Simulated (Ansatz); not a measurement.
System: 2H WS₂. Method: PBE-D4 in Ansatz (PAW).

Run with plane-wave cutoff 520 eV, 12×12×4 k mesh (along the axes of the cell as run), Fermi–Dirac smearing 0.01 eV, no spin polarisation, scalar-relativistic PAW data made under PBE.

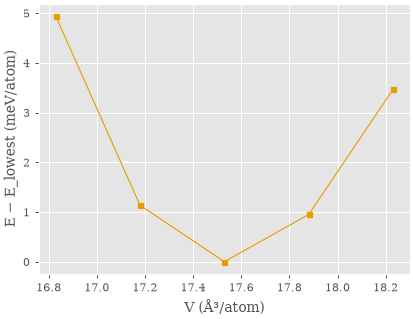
Fig. 1. Total energy against volume

Task: From the curve, estimate the equilibrium volume and the bulk modulus.

Result: V0 ≈ 17.5 Å³/atom and B0 ≈ 47 GPa; the fit gives V0 = 17.530 Å³/atom, B0 = 47.4 GPa, B′ = 12.2.

Shape and atoms are relaxed at each volume.

Measured, for comparison: bulk modulus 61 ± 1 GPa (room temperature, no zero-point or thermal correction; as tabulated in High pressure x-ray diffraction study of tungsten disulfide, J. Phys. Chem. …). Computed (rounded) less measured: bulk modulus -22 %.

Note: the bulk modulus comes from volumes at which shape and atoms were relaxed.

Spin–orbit coupling is not included.

Ansatz is an electronic-structure program.
